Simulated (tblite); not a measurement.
**CH₆BBrSi: geometry relaxation (part 1 of 2)**

- system: CH₆BBrSi, SMILES CB[SiH2]Br
- method: GFN2-xTB geometry optimisation, gas phase (tblite 0.8.0)

It belongs to a series of runs on one base structure; here: H on B replaced by CH3.

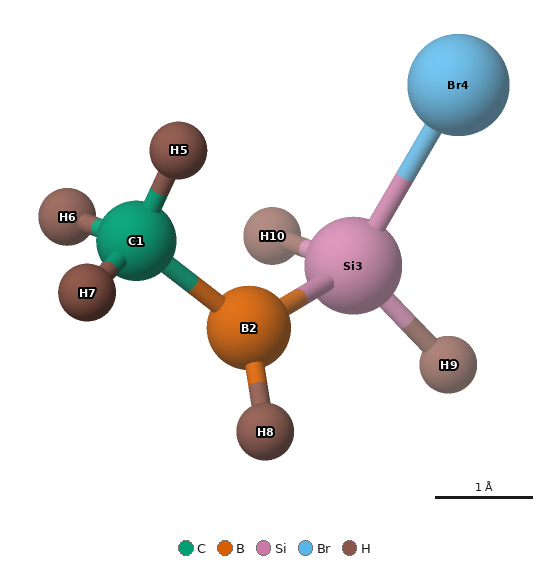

Figure 1. The starting structure (ball-and-stick view, seen at a tilt; atoms are numbered from 1 in the order of the input). Bond lengths as drawn: Br–Si 2.27 Å, B–C 1.60 Å, B–H 1.18 Å, B–Si 1.93 Å, C–H 1.10 to 1.11 Å and H–Si 1.47 to 1.48 Å.

Results in brief:

- outcome: converged
- total energy: −333.9245 eV
- hardware: 1 CPU thread, shared host
- wall time: 0.84 s
- peak memory: 0.18 GiB

The input:
```
{"job": {"kind": "relax", "xc": "GFN2-xTB", "basis": "xTB"}, "charge": 0, "multiplicity": 1}
C      1.477400     0.168800     0.404600
B      0.301900    -0.649800    -0.300000
Si    -1.520300    -0.039800    -0.177100
Br    -1.690300     2.017400    -1.123600
H      1.508800     1.190800    -0.019800
H      1.269500     0.239400     1.493100
H      2.440600    -0.334500     0.233100
H      0.561400    -1.645100    -0.871300
H     -2.400500    -0.977400    -0.896900
H     -1.939700     0.034800     1.235300
```

The first line tells a small driver script what to run in tblite; the rest is the geometry in Å.

Launched with:
```bash
OMP_NUM_THREADS=1 python <driver script> task.json out
```

The program's output:
```
step      E/eV     max force
  0    -333.70689    0.960
  1    -333.74914    0.548
  2    -333.79597    0.550
  3    -333.81220    0.453
  4    -333.84526    0.405
  5    -333.86062    0.345
  6    -333.87700    0.418
  7    -333.88436    0.280
  8    -333.88806    0.125
  9    -333.88968    0.127
 10    -333.89070    0.113
 11    -333.89149    0.095
 12    -333.89216    0.068
 13    -333.89264    0.061
 14    -333.89295    0.047
 15    -333.89318    0.042
 16    -333.89341    0.056
 17    -333.89365    0.070
 18    -333.89385    0.055
 19    -333.89400    0.035
 20    -333.89413    0.034
 21    -333.89429    0.050
 22    -333.89450    0.064
 23    -333.89474    0.057
 24    -333.89495    0.036
 25    -333.89511    0.034
 26    -333.89523    0.034
 27    -333.89535    0.046
 28    -333.89549    0.046
 29    -333.89560    0.035
 30    -333.89567    0.027
 31    -333.89571    0.020
 32    -333.89576    0.032
 33    -333.89583    0.039
 34    -333.89588    0.030
 35    -333.89592    0.014
 36    -333.89593    0.012
 37    -333.89594    0.012
 38    -333.89596    0.018
 39    -333.89598    0.018
 40    -333.89600    0.015
 41    -333.89601    0.016
 42    -333.89604    0.017
 43    -333.89608    0.029
 44    -333.89614    0.034
 45    -333.89620    0.024
 46    -333.89624    0.019
 47    -333.89627    0.021
 48    -333.89632    0.031
 49    -333.89642    0.051
 50    -333.89659    0.065
 51    -333.89683    0.058
 52    -333.89710    0.050
 53    -333.89733    0.040
 54    -333.89751    0.040
 55    -333.89768    0.041
 56    -333.89779    0.032
 57    -333.89786    0.042
 58    -333.89794    0.030
 59    -333.89823    0.049
 60    -333.89854    0.069
 61    -333.89911    0.099
 62    -333.89970    0.101
 63    -333.90039    0.105
 64    -333.90114    0.062
 65    -333.89959    0.300
 66    -333.90230    0.046
 67    -333.90296    0.044
 68    -333.89437    0.501
 69    -333.90371    0.048
 70    -333.90421    0.051
 71    -333.89600    0.506
 72    -333.90493    0.053
 73    -333.90551    0.053
 74    -333.89650    0.552
 75    -333.90638    0.051
 76    -333.90706    0.055
 77    -333.89717    0.595
 78    -333.90815    0.051
 79    -333.90893    0.057
 80    -333.89828    0.621
 81    -333.91017    0.054
 82    -333.91097    0.063
 83    -333.90905    0.401
 84    -333.91255    0.065
 85    -333.91322    0.083
 86    -333.91326    0.255
 87    -333.91457    0.100
 88    -333.91499    0.081
 89    -333.91599    0.115
 90    -333.91636    0.049
 91    -333.91658    0.035
 92    -333.91684    0.049
 93    -333.91719    0.052
 94    -333.91780    0.086
 95    -333.91881    0.114
 96    -333.91924    0.074
 97    -333.91963    0.073
 98    -333.92021    0.071
 99    -333.92054    0.043
100    -333.92088    0.064
101    -333.92119    0.070
102    -333.92175    0.083
103    -333.92232    0.059
104    -333.92275    0.053
105    -333.92309    0.037
106    -333.92331    0.083
107    -333.92368    0.061
108    -333.92398    0.031
109    -333.92412    0.088
110    -333.92432    0.019
111    -333.92441    0.016
112    -333.92450    0.026
113    -333.92453    0.012
114    -333.92455    0.009
```

Trajectory as extended XYZ (Å, eV, eV/Å), 22 of the 115 frames kept, from step=0 to step=114:
```
10
Properties=species:S:1:pos:R:3:forces:R:3 step=0 energy=-333.70689
C     1.4774    0.1688    0.4046   -0.3900  -0.5160  -0.3520
B     0.3019   -0.6498   -0.3000    0.9220   0.2220   0.1520
Si   -1.5203   -0.0398   -0.1771   -0.0880  -0.2380   0.0120
Br   -1.6903    2.0174   -1.1236   -0.1480  -0.3970   0.2280
H     1.5088    1.1908   -0.0198    0.1240  -0.4640   0.4410
H     1.2695    0.2394    1.4931    0.3180   0.1430  -0.6680
H     2.4406   -0.3345    0.2331   -0.2120   0.5060   0.3210
H     0.5614   -1.6451   -0.8713    0.0140   0.0680   0.0590
H    -2.4005   -0.9774   -0.8969   -0.2880   0.4310   0.0450
H    -1.9397    0.0348    1.2353   -0.2510   0.2440  -0.2380
10
Properties=species:S:1:pos:R:3:forces:R:3 step=5 energy=-333.86062
C     1.4820    0.1352    0.3773    0.1140   0.0870   0.0800
B     0.3382   -0.6618   -0.3157    0.3130  -0.0480   0.1380
Si   -1.4953   -0.0912   -0.1690   -0.2980  -0.0300   0.0280
Br   -1.7250    1.9455   -1.0803   -0.0560   0.0500  -0.0040
H     1.5239    1.1607    0.0257    0.0020   0.2370  -0.2360
H     1.3002    0.2605    1.4404   -0.1230  -0.0990   0.2630
H     2.4750   -0.2830    0.2756    0.1730  -0.1020  -0.0790
H     0.5833   -1.6513   -0.8735    0.1360  -0.2500  -0.1870
H    -2.4747   -0.8977   -0.8979   -0.1550   0.0900  -0.0140
H    -1.9987    0.0878    1.1948   -0.1050   0.0650   0.0100
10
Properties=species:S:1:pos:R:3:forces:R:3 step=11 energy=-333.89149
C     1.5025    0.1433    0.3838   -0.0230  -0.0320  -0.0090
B     0.3664   -0.6851   -0.3042   -0.0940  -0.0070  -0.0070
Si   -1.5027   -0.1153   -0.1632   -0.0300   0.0150   0.0000
Br   -1.7425    1.9361   -1.0697    0.0310  -0.0220   0.0090
H     1.5313    1.1679    0.0071   -0.0220  -0.0010  -0.0200
H     1.2986    0.2498    1.4511    0.0130   0.0160   0.0270
H     2.5015   -0.2713    0.2793    0.0380  -0.0060  -0.0100
H     0.6196   -1.6705   -0.8923    0.0770   0.0280   0.0120
H    -2.5285   -0.8620   -0.9010    0.0120   0.0320   0.0350
H    -2.0372    0.1118    1.1866   -0.0020  -0.0220  -0.0360
10
Properties=species:S:1:pos:R:3:forces:R:3 step=16 energy=-333.89341
C     1.4998    0.1399    0.3851   -0.0020   0.0090   0.0060
B     0.3612   -0.6888   -0.3006    0.0210  -0.0040  -0.0070
Si   -1.5074   -0.1148   -0.1632    0.0480  -0.0280   0.0050
Br   -1.7349    1.9345   -1.0685    0.0280   0.0160  -0.0060
H     1.5248    1.1622   -0.0002   -0.0240  -0.0040   0.0050
H     1.3031    0.2517    1.4538    0.0140   0.0240  -0.0010
H     2.5021   -0.2701    0.2761   -0.0270  -0.0090  -0.0050
H     0.6414   -1.6646   -0.8922   -0.0150   0.0090  -0.0040
H    -2.5369   -0.8539   -0.8957   -0.0290  -0.0100  -0.0160
H    -2.0443    0.1085    1.1828   -0.0120  -0.0020   0.0230
10
Properties=species:S:1:pos:R:3:forces:R:3 step=22 energy=-333.89450
C     1.4951    0.1407    0.3881    0.0080   0.0050   0.0040
B     0.3611   -0.6930   -0.2983    0.0160   0.0010   0.0220
Si   -1.5057   -0.1245   -0.1603   -0.0490   0.0400  -0.0080
Br   -1.7117    1.9337   -1.0669    0.0290  -0.0430   0.0220
H     1.5110    1.1604   -0.0050    0.0040  -0.0090  -0.0100
H     1.3114    0.2645    1.4576   -0.0160  -0.0040  -0.0100
H     2.4953   -0.2712    0.2724    0.0050   0.0230   0.0010
H     0.6483   -1.6602   -0.8984   -0.0090  -0.0110  -0.0180
H    -2.5465   -0.8490   -0.8952    0.0080   0.0000  -0.0060
H    -2.0494    0.1033    1.1836    0.0040  -0.0030   0.0040
10
Properties=species:S:1:pos:R:3:forces:R:3 step=27 energy=-333.89535
C     1.4913    0.1424    0.3899    0.0010  -0.0080  -0.0110
B     0.3593   -0.6994   -0.2912   -0.0110   0.0060  -0.0160
Si   -1.5101   -0.1302   -0.1566    0.0120  -0.0360   0.0260
Br   -1.6804    1.9254   -1.0607    0.0060   0.0280  -0.0080
H     1.5014    1.1581   -0.0136   -0.0090   0.0000  -0.0100
H     1.3127    0.2751    1.4589   -0.0200  -0.0040  -0.0070
H     2.4934   -0.2627    0.2712    0.0180   0.0010   0.0070
H     0.6470   -1.6568   -0.9088    0.0010   0.0070   0.0120
H    -2.5525   -0.8456   -0.8987    0.0140   0.0050   0.0020
H    -2.0531    0.0983    1.1871   -0.0110   0.0010   0.0020
10
Properties=species:S:1:pos:R:3:forces:R:3 step=33 energy=-333.89583
C     1.4897    0.1426    0.3874   -0.0050   0.0020  -0.0010
B     0.3590   -0.7023   -0.2912    0.0030  -0.0120  -0.0010
Si   -1.5104   -0.1367   -0.1482    0.0270   0.0250  -0.0120
Br   -1.6601    1.9241   -1.0559    0.0010  -0.0070   0.0120
H     1.4936    1.1562   -0.0219    0.0040   0.0000  -0.0030
H     1.3058    0.2794    1.4549   -0.0070   0.0060  -0.0010
H     2.4954   -0.2567    0.2742   -0.0090  -0.0010  -0.0020
H     0.6475   -1.6561   -0.9128    0.0030  -0.0040   0.0000
H    -2.5509   -0.8419   -0.8999   -0.0070  -0.0100  -0.0050
H    -2.0607    0.0960    1.1908   -0.0090   0.0000   0.0130
10
Properties=species:S:1:pos:R:3:forces:R:3 step=38 energy=-333.89596
C     1.4878    0.1431    0.3862    0.0020   0.0010   0.0010
B     0.3593   -0.7049   -0.2916    0.0030   0.0030   0.0020
Si   -1.5080   -0.1356   -0.1466   -0.0160  -0.0080   0.0010
Br   -1.6540    1.9248   -1.0518   -0.0020   0.0060   0.0070
H     1.4922    1.1557   -0.0255    0.0000  -0.0030  -0.0030
H     1.3013    0.2823    1.4531   -0.0010   0.0050  -0.0040
H     2.4937   -0.2556    0.2749    0.0000  -0.0020   0.0040
H     0.6485   -1.6579   -0.9138    0.0020  -0.0060   0.0010
H    -2.5484   -0.8419   -0.8997    0.0050   0.0040   0.0020
H    -2.0635    0.0946    1.1922    0.0080  -0.0010  -0.0100
10
Properties=species:S:1:pos:R:3:forces:R:3 step=43 energy=-333.89608
C     1.4865    0.1434    0.3848   -0.0040   0.0000  -0.0040
B     0.3602   -0.7080   -0.2918   -0.0100  -0.0030  -0.0050
Si   -1.5079   -0.1379   -0.1470    0.0260   0.0080  -0.0090
Br   -1.6495    1.9286   -1.0408   -0.0020  -0.0020   0.0010
H     1.4916    1.1536   -0.0324    0.0010   0.0040  -0.0120
H     1.2953    0.2901    1.4497    0.0070  -0.0010   0.0040
H     2.4928   -0.2552    0.2783    0.0020  -0.0020   0.0110
H     0.6509   -1.6624   -0.9124   -0.0030   0.0070   0.0100
H    -2.5479   -0.8405   -0.9011   -0.0150  -0.0050  -0.0150
H    -2.0631    0.0930    1.1901   -0.0020  -0.0060   0.0190
10
Properties=species:S:1:pos:R:3:forces:R:3 step=49 energy=-333.89642
C     1.4829    0.1450    0.3817    0.0130   0.0060   0.0030
B     0.3597   -0.7123   -0.2931    0.0200   0.0100   0.0170
Si   -1.5055   -0.1394   -0.1517   -0.0480  -0.0050   0.0150
Br   -1.6447    1.9386   -1.0172   -0.0050  -0.0030  -0.0060
H     1.4939    1.1477   -0.0545    0.0020  -0.0070   0.0060
H     1.2852    0.3094    1.4433   -0.0030   0.0080  -0.0170
H     2.4898   -0.2569    0.2913   -0.0050  -0.0050  -0.0010
H     0.6530   -1.6717   -0.9022    0.0000  -0.0140  -0.0080
H    -2.5491   -0.8360   -0.9120    0.0220   0.0290   0.0120
H    -2.0563    0.0803    1.1919    0.0050  -0.0190  -0.0210
10
Properties=species:S:1:pos:R:3:forces:R:3 step=54 energy=-333.89751
C     1.4741    0.1513    0.3704    0.0100   0.0060  -0.0070
B     0.3632   -0.7307   -0.2920   -0.0150  -0.0070   0.0260
Si   -1.5021   -0.1479   -0.1556    0.0380   0.0050  -0.0130
Br   -1.6245    1.9648   -0.9373    0.0000  -0.0040   0.0080
H     1.5062    1.1212   -0.1339    0.0100   0.0060   0.0030
H     1.2446    0.3916    1.4108    0.0020   0.0030  -0.0210
H     2.4803   -0.2599    0.3376    0.0030  -0.0190  -0.0030
H     0.6612   -1.7097   -0.8699   -0.0100   0.0320   0.0100
H    -2.5495   -0.7916   -0.9501   -0.0120  -0.0150  -0.0060
H    -2.0447    0.0154    1.1975   -0.0250  -0.0070   0.0040
```
